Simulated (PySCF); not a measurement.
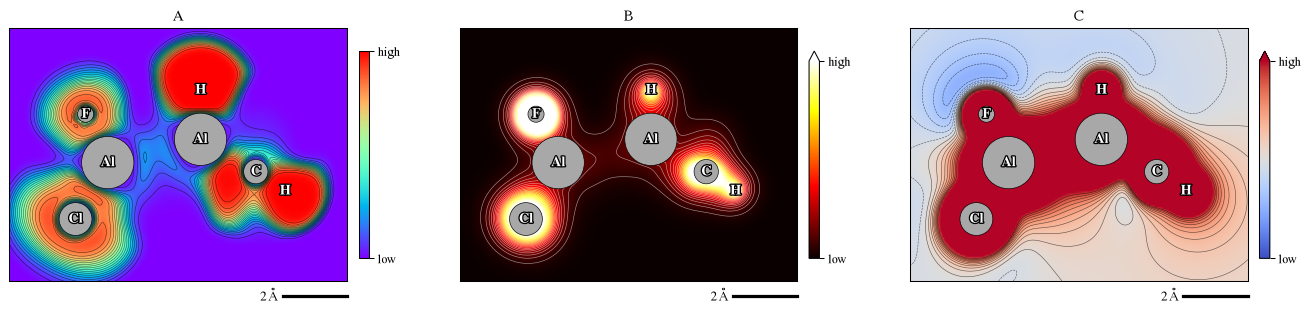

CH$_{2}$Al$_{2}$Cl$_{3}$F$_{3}$: 3 fields on the plane of atoms C2, Al4 and H11, with unlabelled colour scales. Grey discs cover the atomic cores.

Geometry: GFN2-xTB.

Level of theory: PBE0/pcSseg-1, SCF density, gas phase, non-relativistic in PySCF 2.14.0.

Q: The panels show electron density, electron localisation function and electrostatic potential in some order. Assign them.

A: Panel A: electron localisation function. Panel B: electron density. Panel C: electrostatic potential (strongly positive close to the atoms, with negative regions outside electron-rich atoms). From the grid: Al–F (1.65 Å): ρ at the midpoint is about 0.87 e/Å³; the ELF peaks at about 0.85 in the valence shell of F, 0.5 Å from its nucleus, and is about 0.30 at the midpoint. C–Al (1.99 Å): the density is about 0.57 e/Å³ at the midpoint; the ELF peaks at about 0.85 in the valence shell of C, 0.7 Å from its nucleus, and is about 0.70 at the midpoint.
